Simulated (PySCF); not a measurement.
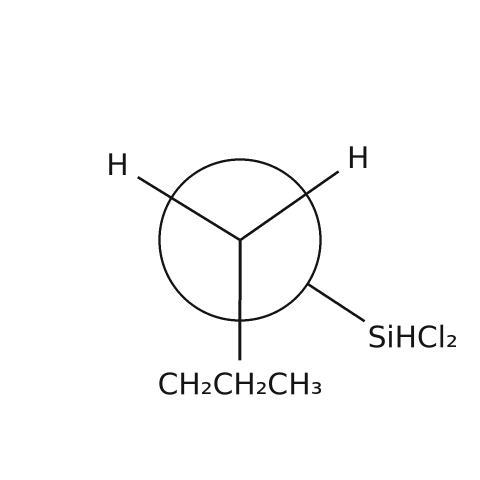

A Newman projection along the C–S bond, carbon in front; angles are drawn as computed, but eclipsed bonds slightly apart. Computed geometry: PBE0-D3(BJ)/def2-SVP optimisation. No frequency run is at hand to confirm it as a minimum.

**Which molecule is it?**

C4H10Cl2SSi, CCCCS[SiH](Cl)Cl

**What is the torsion angle from the front CH2CH2CH3 to the back SiHCl2? The sign is positive where the front bond must turn clockwise to cover the back bond.**

−57°, synclinal (gauche).
